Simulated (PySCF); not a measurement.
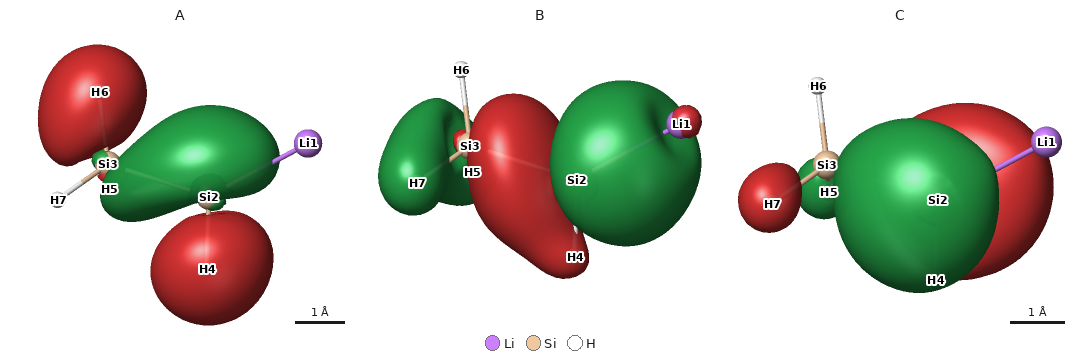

Figure 1: H4LiSi2 (SMILES [Li][SiH+][SiH3]) (charge +1). Three frontier orbitals at ±0.08 Å⁻³ᐟ² (green and red are the two phases), in no order.

Geometry: BLYP-D3(BJ)/def2-SVP.

Computed with Gaussian-basis quantum chemistry of an isolated molecule with PySCF, energy and nuclear gradient, functional PBE0 (PySCF 2.14.0).

```xyz
7

Li   -3.0067   -2.2982    0.3115
Si   -1.8032   -0.5483   -1.2265
Si   -0.0377    1.0504   -1.0884
H    -2.2389   -0.3457   -2.6656
H     0.9118    0.7150   -2.2000
H     0.6183    1.0108    0.2522
H    -0.7159    2.3661   -1.3435
```

Question: Order the three orbitals by energy and name them.

Answer: A is the HOMO−1 (−12.94 eV). By Hirshfeld shares it lies mainly on Si2 (about 40 %), H4 (about 25 %), Si3 (about 20 %) and H6 (about 15 %). B is the HOMO (−11.52 eV). By Hirshfeld shares it lies mainly on Si2 (about 60 %), Si3 (about 20 %) and Li1 (about 10 %). C is the LUMO (−7.86 eV). By Hirshfeld shares it lies mainly on Si2 (about 75 %).

Question: What is the HOMO–LUMO gap?

Answer: 3.66 eV between the orbital energies.
